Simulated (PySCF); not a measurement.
**PtO₂: relaxation and vibrations of the singlet**

Where does singlet PtO₂ go from a end-on start, is the end point a minimum, and what are its modes, charges and moments?

The runs use PySCF 2.14.0; wB97X, basis Pt def2-TZVP with ECP60, O def2-TZVP, scalar-relativistic core potentials, no spin–orbit coupling, density fitting.

## 1. The system as given

3 atoms, charge 0, spin multiplicity 1.

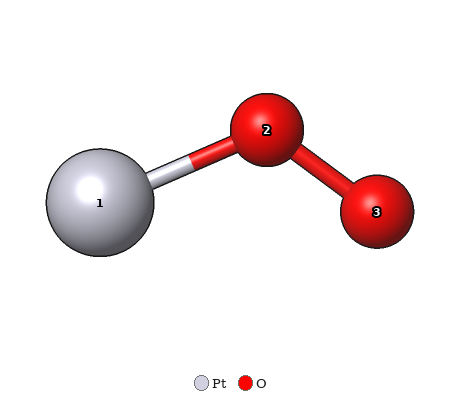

Start geometry, drawn with platinum light grey, oxygen red; atoms are numbered from 1 in the order of the file.

```xyz
3
charge 0 multiplicity 1
Pt    0.0000    0.0000    0.0000
O     0.0000    0.0000    1.9158
O     1.2528    0.0000    2.6358
```

## 2. First SCF at the start

One driver script runs all steps and calls PySCF; scf.py shows how it sets up the SCF of each step. The optimiser is the driver's own. The state is first sought with PBE0. After this first run the driver tries any further starts and a stability analysis.

Input file scf.py:

```python
from pyscf import gto, scf, dft
mol = gto.M(atom='''
Pt     0.000000     0.000000     0.000000
O      0.000000     0.000000     1.915800
O      1.252800     0.000000     2.635800''',
    basis={'Pt': 'def2-TZVP', 'O': 'def2-TZVP'},
    ecp={'Pt': 'def2-TZVP'},
    charge=0, spin=0)
mf = dft.RKS(mol, xc='PBE0')
mf.grids.atom_grid = (50, 194)
aux = {'Pt': 'def2-universal-JKFIT', 'O': 'def2-universal-JKFIT'}
mf = mf.density_fit(auxbasis=aux)
mf.conv_tol = 1e-08
mf.diis_space = 10
mf.max_cycle = 60
mf.init_guess = 'minao'
mf.verbose = 4
mf.kernel()
```

The run is started by

```bash
$ OMP_NUM_THREADS=2 python axn.py task.json out
```

Standard output, cut to the lines that bear on the results:

```text
[... the frontier levels of the middle cycles are left out ...]
init E= -254.579079195056
  HOMO = -0.543550603097207  LUMO = -0.530479778838262  gap/eV = 0.35568
cycle= 1 E= -268.616189814481  delta_E=  -14  |g|= 1.84  |ddm|= 7.56
  HOMO = 0.117645790915912  LUMO = 0.125984049379885  gap/eV = 0.22690
cycle= 2 E= -252.823291156024  delta_E= 15.8  |g|= 5.95  |ddm|= 8.47
  HOMO = -0.244606063143308  LUMO = -0.168866051920801  gap/eV = 2.06099
cycle= 3 E= -268.634222873317  delta_E= -15.8  |g|= 2.04  |ddm|= 8.21
cycle= 4 E= -269.073278352688  delta_E= -0.439  |g|= 1.44  |ddm|= 1.65
cycle= 5 E= -269.383100939867  delta_E= -0.31  |g|= 0.549  |ddm|= 0.582
cycle= 6 E= -269.451151621794  delta_E= -0.0681  |g|= 0.174  |ddm|= 0.323
cycle= 7 E= -269.45132241987  delta_E= -0.000171  |g|= 0.157  |ddm|= 0.179
cycle= 8 E= -269.457049439362  delta_E= -0.00573  |g|= 0.0197  |ddm|= 0.0946
cycle= 9 E= -269.457147274387  delta_E= -9.78e-05  |g|= 0.00416  |ddm|= 0.0161
cycle= 10 E= -269.457141342305  delta_E= 5.93e-06  |g|= 0.00663  |ddm|= 0.00537
cycle= 11 E= -269.457149549738  delta_E= -8.21e-06  |g|= 0.00309  |ddm|= 0.00282
cycle= 12 E= -269.457151865038  delta_E= -2.32e-06  |g|= 0.000264  |ddm|= 0.00329
cycle= 13 E= -269.457151894909  delta_E= -2.99e-08  |g|= 7.38e-05  |ddm|= 0.000438
cycle= 14 E= -269.457151901415  delta_E= -6.51e-09  |g|= 3.71e-05  |ddm|= 0.000249
  HOMO = -0.258170342649667  LUMO = -0.196484617857394  gap/eV = 1.67855
Extra cycle  E= -269.45715190024  delta_E= 1.18e-09  |g|= 0.00014  |ddm|= 0.000217
converged SCF energy = -269.45715190024
```

This step, with its further starts and checks, took 10 s on 2 threads of Arm Neoverse V1, shared host.

The starts that the driver tried:

```csv
start,energy (Eh)
the minimal-basis guess,-269.457152
a thermally smeared density,-269.457152
a smeared PBE density,-269.457152
```

This is not the lowest solution: one lies 4.1 kJ/mol lower, at -269.45871 Eh, and the relaxation starts from that.

## 3. Relaxation: end-on start, singlet

The program finds Cs symmetry in the start, which this walk keeps.

Edit scf.py of step 2 so:

```diff
@@ -3,3 +3,3 @@
-Pt     0.000000     0.000000     0.000000
-O      0.000000     0.000000     1.915800
-O      1.252800     0.000000     2.635800''',
+Pt    -0.088293     0.000000    -0.320780
+O     -0.088293     0.000000     1.595020
+O      1.164507     0.000000     2.315020''',
@@ -9 +9 @@
-mf = dft.RKS(mol, xc='PBE0')
+mf = dft.RKS(mol, xc='WB97X')
@@ -16 +15,0 @@
-mf.init_guess = 'minao'
```

Energy and gradient, step by step:

```csv
step,energy (Eh),change (kJ/mol),largest symmetric gradient (Eh/bohr)
0,-269.597769,0.00,0.10345
1,-269.629960,-84.52,0.02643
2,-269.630300,-85.41,0.02320
3,-269.630951,-87.12,0.00226
4,-269.630959,-87.14,0.00041
5,-269.630959,-87.14,0.00004
```

The walk took 15 s.

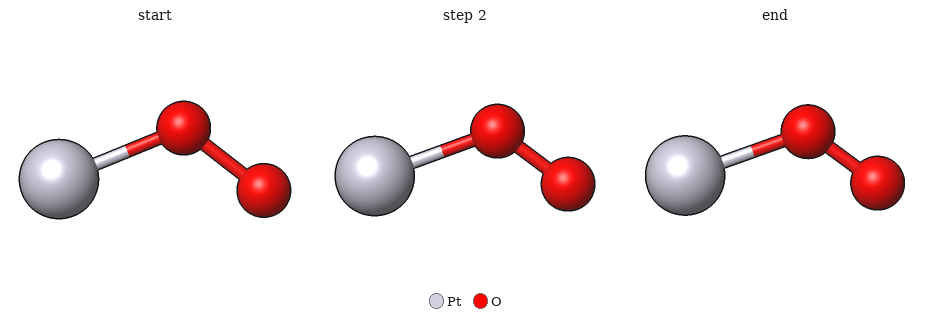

The geometry along the walk, at one scale.

It settles in Cs symmetry, 87.1 kJ/mol below the start, after 5 steps: O–O 1.232 Å, Pt–O 1.854 Å; O–O–Pt 123.9°.

## 4. Hessian and properties

On the finer grid the gradient is checked again; gradients at displacements of ±0.02 bohr then give force constants and infrared intensities.

Edit scf.py of step 3 so:

```diff
@@ -3,3 +3,3 @@
-Pt    -0.088293     0.000000    -0.320780
-O     -0.088293     0.000000     1.595020
-O      1.164507     0.000000     2.315020''',
+Pt    -0.087289     0.000000    -0.308483
+O     -0.000066     0.000000     1.546504
+O      1.051133     0.000000     2.187943''',
@@ -10 +10 @@
-mf.grids.atom_grid = (50, 194)
+mf.grids.atom_grid = (75, 302)
@@ -13 +13 @@
-mf.conv_tol = 1e-08
+mf.conv_tol = 1e-10
```

This SCF starts from the last density.

Log of the central SCF (cycles and frontier levels):

```text
init E= -269.621089493021
  HOMO = -0.319515733335024  LUMO = -0.0855564540669498  gap/eV = 6.36636
cycle= 1 E= -269.621089493034  delta_E= -1.25e-11  |g|= 1.5e-05  |ddm|= 1.6e-05
  HOMO = -0.319515365518217  LUMO = -0.0855558695066669  gap/eV = 6.36636
cycle= 2 E= -269.621089492984  delta_E= 5.01e-11  |g|= 2.68e-05  |ddm|= 1.94e-05
  HOMO = -0.319515664054396  LUMO = -0.0855561035113404  gap/eV = 6.36636
cycle= 3 E= -269.621089493099  delta_E= -1.15e-10  |g|= 3.04e-06  |ddm|= 1.08e-05
  HOMO = -0.319515554697215  LUMO = -0.0855561446469508  gap/eV = 6.36636
cycle= 4 E= -269.621089493108  delta_E= -9.21e-12  |g|= 2.49e-06  |ddm|= 4.89e-06
  HOMO = -0.3195156005801  LUMO = -0.0855559983777177  gap/eV = 6.36637
Extra cycle  E= -269.621089493127  delta_E= -1.89e-11  |g|= 2.85e-06  |ddm|= 1.01e-05
converged SCF energy = -269.621089493127
```

The whole step took 49 s.

Geometry: Cs; O–O 1.231 Å, Pt–O 1.857 Å; O–O–Pt 124.1°.

Harmonic modes (main isotopes):

| symmetry | ω (cm⁻¹) | IR (km/mol) |
| --- | --- | --- |
| a' | 307 | 4.7 |
| a' | 598 | 12.5 |
| a' | 1434 | 389 |

All wavenumbers are real: a minimum.

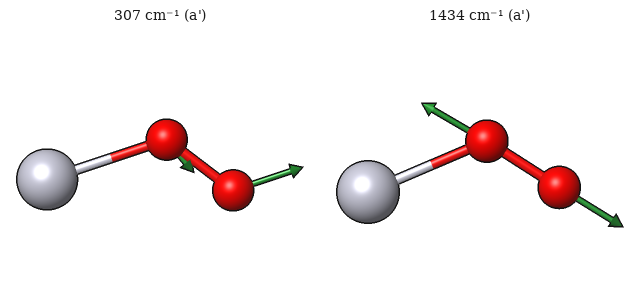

How the atoms move in 2 of the modes.

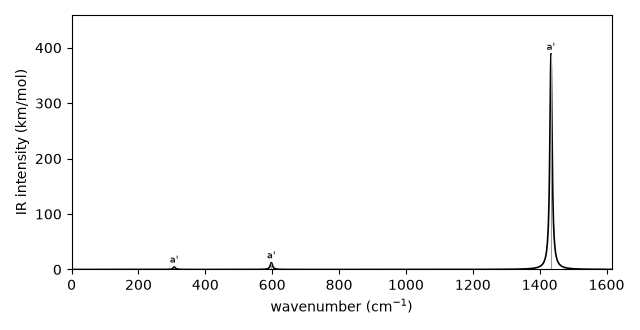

The harmonic infrared spectrum (widths in cm⁻¹). Lines are broadened to a width of 8 cm⁻¹ (Lorentzian).

Properties at this point:

```yaml
Dipole_moment: 2.37 D
Highest_occupied_level: -8.69 eV
Lowest_empty_level: -2.33 eV
Rotational_constants: 3.147, 0.1145, 0.1105 cm⁻¹
Zero-point_energy: 14.0 kJ/mol
Principal_polarisabilities: 39.2, 60.3, 72.7 bohr³
Atomisation_energy_without_zero-point_energy: 499 kJ/mol
Principal_traceless_quadrupole_moments_about_the_centre_of_mass: -2.91, 0.53, 2.38 D Å
Entropy_at_298.15_K_and_1_bar: 281.4 J/(mol K)
Heat_capacity_Cp_at_298.15_K: 44.9 J/(mol K)
Enthalpy_at_298.15_K_above_0_K: 11.44 kJ/mol
Rotational_symmetry_number: 1
```

Populations by atom (charges in e):

| atom | Mulliken | Löwdin | polar tensor | Mayer order to Pt1 |
| --- | --- | --- | --- | --- |
| Pt1 | 0.17 | 0.05 | 0.19 | – |
| O2 | -0.05 | 0.01 | 0.33 | 1.10 |
| O3 | -0.12 | -0.06 | -0.52 | 0.45 |

Outer orbital energies (eV). occupied: -17.54, -17.52, -11.21, -10.44, -10.34, -9.86, -9.80, -8.69; empty: -2.33, -0.96, 1.94, 1.99.

Mulliken populations on Pt1 (outside its core potential): s 2.82, p 6.06, d 8.95, f 0.01.

## 5. A spin-polarised start

A stability analysis found the closed shell of the lowest minimum unstable towards spin polarisation, so the unrestricted solution is followed.

The program finds Cs symmetry in the start, which may break. The walk stops when the largest gradient is under 0.0003 Eh/bohr and the energy has settled too.

Edit scf.py of step 4 so:

```diff
@@ -3,3 +3,3 @@
-Pt    -0.087289     0.000000    -0.308483
-O     -0.000066     0.000000     1.546504
-O      1.051133     0.000000     2.187943''',
+Pt    -0.086379     0.000000    -0.306671
+O      0.000844     0.000000     1.548316
+O      1.052043     0.000000     2.189755''',
@@ -9,2 +9,2 @@
-mf = dft.RKS(mol, xc='WB97X')
-mf.grids.atom_grid = (75, 302)
+mf = dft.UKS(mol, xc='WB97X')
+mf.grids.atom_grid = (50, 194)
@@ -13 +13 @@
-mf.conv_tol = 1e-10
+mf.conv_tol = 1e-08
```

The optimiser's trace:

```csv
step,energy (Eh),change (kJ/mol),largest gradient (Eh/bohr)
0,-269.654835,0.00,0.03477
1,-269.658899,-10.67,0.01469
2,-269.660020,-13.61,0.00834
3,-269.660423,-14.67,0.00557
4,-269.660597,-15.13,0.00240
5,-269.660617,-15.18,0.00055
6,-269.660618,-15.18,0.00013
```

The walk took 25 s.

Positions (Å) and forces (eV/Å) along the way:

```
step 0
Pt  -0.086   0.000  -0.307   0.301   0.000  -1.203
O    0.001   0.000   1.548  -1.789   0.000   0.916
O    1.052   0.000   2.190   1.488   0.000   0.287
step 1
Pt  -0.066   0.000  -0.323   0.261   0.000  -0.129
O   -0.048   0.000   1.584   0.088   0.000   0.756
O    1.081   0.000   2.170  -0.349   0.000  -0.627
step 3
Pt  -0.028   0.000  -0.306   0.053   0.000   0.287
O   -0.090   0.000   1.630   0.095   0.000  -0.113
O    1.084   0.000   2.107  -0.148   0.000  -0.174
step 6
Pt  -0.012   0.000  -0.283  -0.003   0.000   0.003
O   -0.103   0.000   1.636  -0.005   0.000  -0.003
O    1.082   0.000   2.079   0.009   0.000   0.001
```

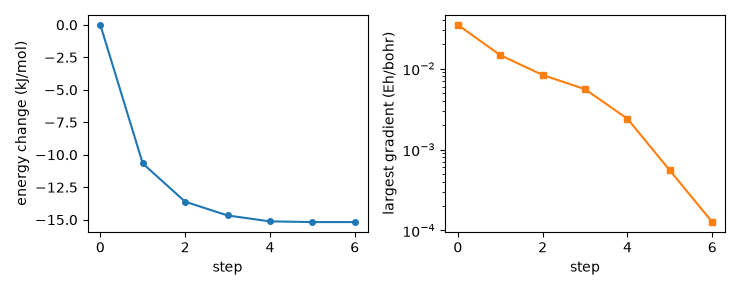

How energy and gradient fall.

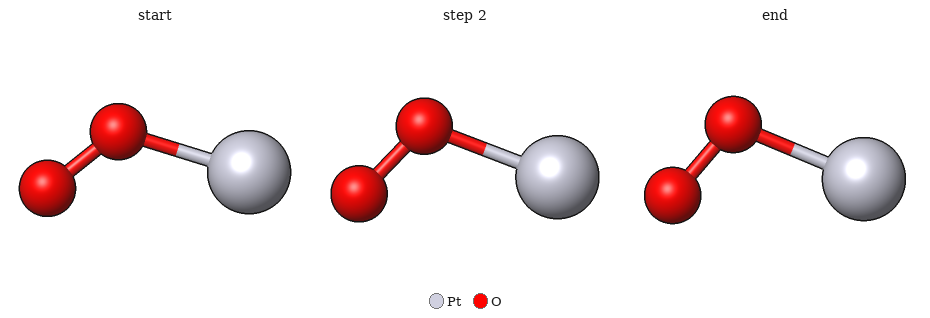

Start and end of the relaxation, with a step between.

End point (Cs, 6 steps, 15.2 kJ/mol gained): O–O 1.265 Å, Pt–O 1.921 Å; O–O–Pt 107.8°.

## 6. Hessian and properties

The same treatment as at the point before.

Edit scf.py of step 5 so:

```diff
@@ -3,3 +3,3 @@
-Pt    -0.086379     0.000000    -0.306671
-O      0.000844     0.000000     1.548316
-O      1.052043     0.000000     2.189755''',
+Pt    -0.070119    -0.000000    -0.302196
+O     -0.163325     0.000000     1.618365
+O      1.023618     0.000000     2.059974''',
@@ -10 +10 @@
-mf.grids.atom_grid = (50, 194)
+mf.grids.atom_grid = (75, 302)
@@ -13 +13 @@
-mf.conv_tol = 1e-08
+mf.conv_tol = 1e-10
```

SCF at the final geometry:

```text
init E= -269.65137804616
[... the frontier-level lines of each cycle are left out ...]
cycle= 1 E= -269.651378046165  delta_E= -4.83e-12  |g|= 1.22e-06  |ddm|= 2.81e-06
Extra cycle  E= -269.651378046166  delta_E= -1.65e-12  |g|= 1.35e-06  |ddm|= 2.68e-06
converged SCF energy = -269.651378046166  <S^2> = 1.0064626  2S+1 = 2.2418409
```

The whole step took 85 s on 2 threads of Arm Neoverse V1, shared host.

Geometry: Cs; O–O 1.266 Å, Pt–O 1.923 Å; O–O–Pt 107.6°.

Modes, for the most abundant isotopes:

```
symmetry  ω (cm⁻¹)  IR (km/mol)
      a'       199          9.0
      a'       556          5.8
      a'      1286          313
```

Every mode is real; the point is a minimum.

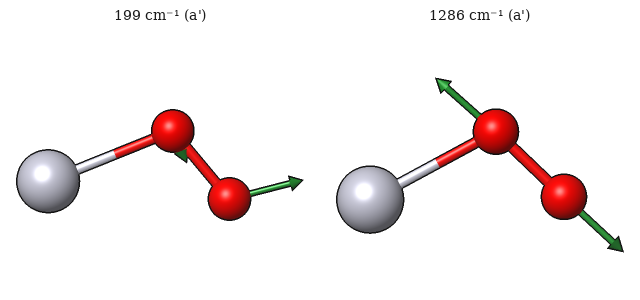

How the atoms move in 2 of the modes.

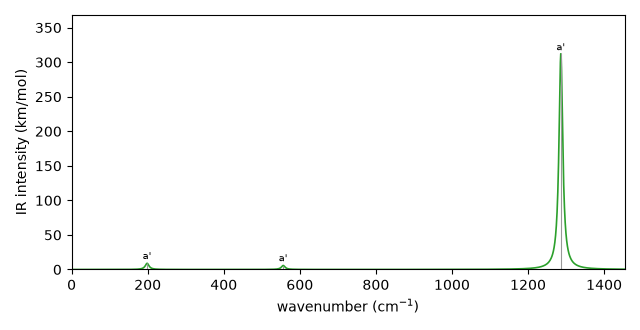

The harmonic infrared spectrum (widths in cm⁻¹). Lines are broadened to a width of 12 cm⁻¹ (Lorentzian).

Properties at this point:

- Dipole moment: 3.25 D
- Highest occupied level: -8.79 eV
- Lowest empty level: -2.05 eV
- Rotational constants: 1.952, 0.123, 0.1157 cm⁻¹
- Zero-point energy: 12.2 kJ/mol
- Principal polarisabilities: 33.7, 34.0, 69.2 bohr³
- Atomisation energy without zero-point energy: 578 kJ/mol
- Principal traceless quadrupole moments about the centre of mass: -3.15, 1.43, 1.73 D Å
- Entropy at 298.15 K and 1 bar: 286.5 J/(mol K)
- Heat capacity Cp at 298.15 K: 46.3 J/(mol K)
- Enthalpy at 298.15 K above 0 K: 11.91 kJ/mol
- Rotational symmetry number: 1
- Spin squared ⟨S²⟩: 1.006

Charges (e) and bond orders:

```csv
atom,Mulliken,Löwdin,polar tensor,spin (Mulliken),Mayer order to Pt1
Pt1,0.29,0.18,0.41,-0.74,–
O2,-0.13,-0.07,0.03,0.26,0.84
O3,-0.17,-0.11,-0.44,0.48,0.29
```

Outer orbital energies (eV). α occupied: -17.13, -16.40, -11.46, -10.49, -10.04, -9.87, -9.78, -9.50; empty: -2.05, -0.71, 1.95, 1.97. β occupied: -16.24, -15.04, -11.19, -10.61, -10.29, -10.25, -10.18, -8.79; empty: -0.99, -0.29, 1.78, 1.96.

Mulliken populations on Pt1 (outside its core potential): s 2.54, p 6.08, d 9.08, f 0.01.

## 7. The points found, side by side

| spin | group | bonds | imaginary modes (cm⁻¹) | ΔE (kJ/mol) | with zero-point energy |
| --- | --- | --- | --- | --- | --- |
| broken-symmetry (Ms = 0) | Cs | O–O 1.266 Å, Pt–O 1.923 Å | none | 0.0 | 0.0 |
| singlet | Cs | O–O 1.231 Å, Pt–O 1.857 Å | none | 79.5 | 81.3 |

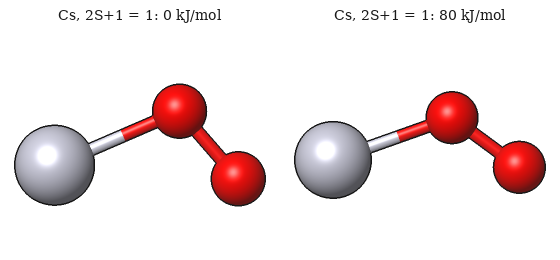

The points, lowest first (platinum light grey, oxygen red).

## 8. Outcome

| quantity | value |
| --- | --- |
| minimum | broken-symmetry (Ms = 0), Cs |
| geometry | O–O 1.266 Å, Pt–O 1.923 Å; O–O–Pt 107.6° |
| wavenumbers (cm⁻¹) | 199 (a'), 556 (a'), 1286 (a') |
| dipole moment | 3.25 D |
| highest occupied, lowest empty level (either spin) | -8.79, -2.05 eV |
| polar-tensor charge of Pt1 | +0.41 e |
| zero-point energy | 12.2 kJ/mol |
| entropy at 298.15 K | 286.5 J/(mol K) |
| atomisation energy (no zero-point energy) | 578 kJ/mol |
| ⟨S²⟩ | 1.006 |

In words: The end-on start keeps its Cs symmetry and ends in a minimum. The determinant is spin-contaminated (⟨S²⟩ = 1.01 against 0.00), so it is no pure spin state. The strongest infrared band lies at 1286 cm⁻¹ (a'). The first SCF alone would have been 4 kJ/mol too high. Other starts or spin states, not run here, may lie lower. With an element this heavy the missing spin–orbit coupling can shift these numbers.

The search up to here took 3.1 min.
